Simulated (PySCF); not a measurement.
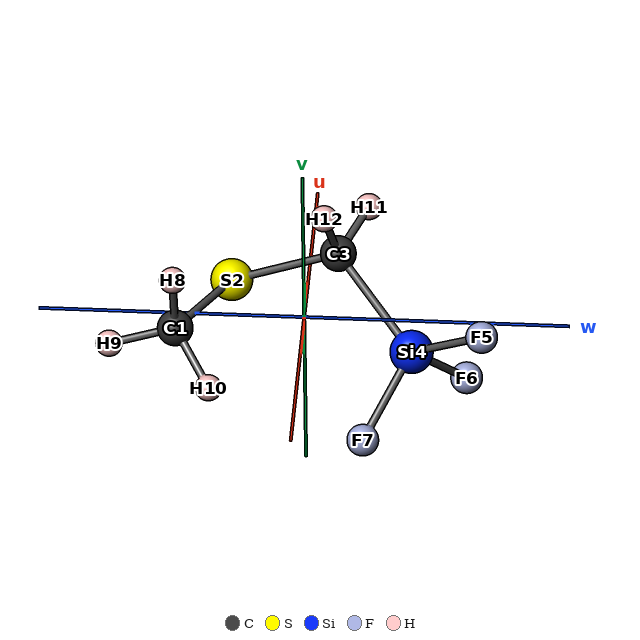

The lines u, v and w are the principal axes of the static dipole polarisability. The geometry was computed by an optimisation with GFN2-xTB. No frequency run is at hand to confirm it as a minimum. Level of theory: B3LYP/def2-SVPD (PySCF 2.14.0).

> Along which axis is the molecule most polarisable, and along which least?

Most along w, least along v.

> Give the three principal values.

u 65.5, v 59.5, w 79.3 bohr³; mean 68.1, anisotropy 17.6 bohr³.

The geometry is semi-empirical. Around Si such bond lengths and angles can be off by a tenth of an ångström or more and by several degrees, and values that hang on the shape move with them.
